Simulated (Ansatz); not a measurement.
**AlH₂···CH₃F (doublet): density, localisation and related maps**

Input

```
crystal:
  periodic: [false, false, false]
  atoms:
    - { symbol: Al, position_ang: [0.0, 0.0, 0.0] }
    - { symbol: F, position_ang: [0.0, 0.0, 1.94] }
    - { symbol: H, position_ang: [1.351, 0.0, -0.78] }
    - { symbol: H, position_ang: [-1.351, 0.0, -0.78] }
    - { symbol: C, position_ang: [0.0, 0.0, 3.57] }
    - { symbol: H, position_ang: [-0.5653, -0.8805, 3.9405] }
    - { symbol: H, position_ang: [1.0452, -0.0494, 3.9405] }
    - { symbol: H, position_ang: [-0.4798, 0.9298, 3.9405] }
magnetization:
  spin_polarized: true
  initial_magnetization: 1
basis:
  gaussian: { orbitals: def2-SVP }
hamiltonian:
  xc: r2scan
  dispersion: d4
relax:
  f_tol: 0.15
  max_steps: 25
  restrain:
    - { distance: [1, 4], at: 1.33, k: 30.0 }
    - { distance: [0, 1], at: 2.89, k: 30.0 }
output:
  orbitals: {}
```

Command:

```sh
ansatz run input.yaml --threads 2 --pin off --max-ram 3072MiB --backend cpu --events-out ev --progress --plain --runs-dir out
```

The fields are those of the run's last geometry, not of the input's.

Not at a stationary point (largest force 1.2 eV/Å).

Computed with UKS r2SCAN-D4/def2-SVP in Ansatz 0.2.0.

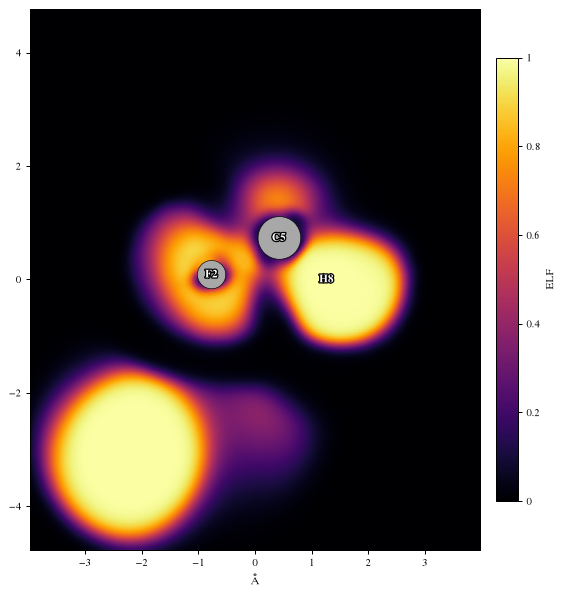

Figure 1. Electron localisation function on the plane of atoms F2, C5 and H8. Grey discs cover the atomic cores.

Read the bonding off the picture.

Answer.
- The section cuts through F, C and H sites.
- C–F (1.36 Å): the ELF peaks at about 0.85 between the atoms (a shared but strongly polarised pair).
- C–H (1.10 Å): the ELF climbs to about 1 towards the hydrogen, as it does in any bond to H (a covalent bond by its length).
- The ELF also peaks beside F2, away from the bonds: non-bonding electrons, paired or unpaired.

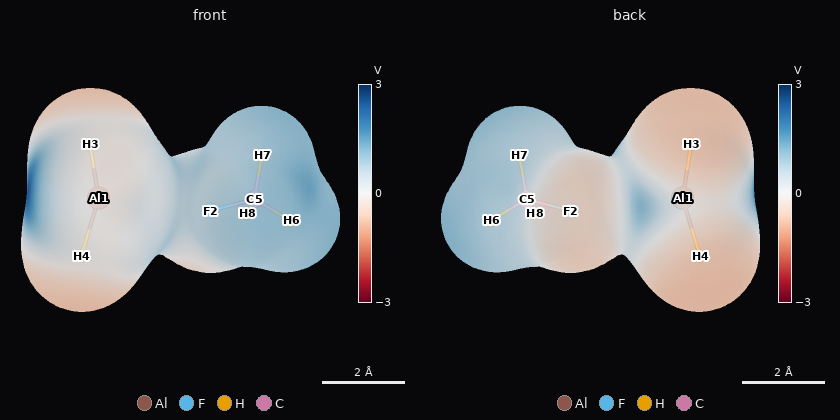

Figure 2. The molecular electrostatic potential painted on the density surface at 0.002 e/bohr³, seen from the front and from behind; the colour scale runs from red (negative) to blue (positive).

Describe the electrostatic potential map.

Answer. The most negative region (about −0.8 V) lies over H3 and H4, the most positive (about +2.4 V) over Al1.

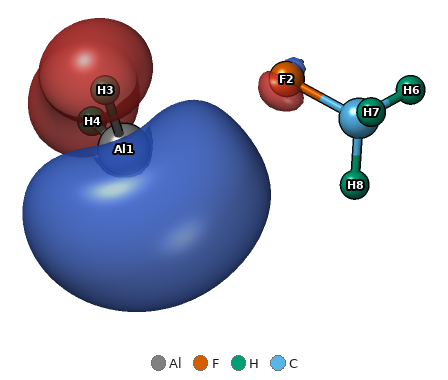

Figure 3. The LUMO (β) at ±0.08 Å⁻³ᐟ² (red and blue are the two phases), seen from one side.

Describe this orbital and give its energy.

Answer. Its weight (Hirshfeld) is mainly on Al1 (about 80 %), H3 (about 10 %) and H4 (about 10 %). Its energy is −2.23 eV.
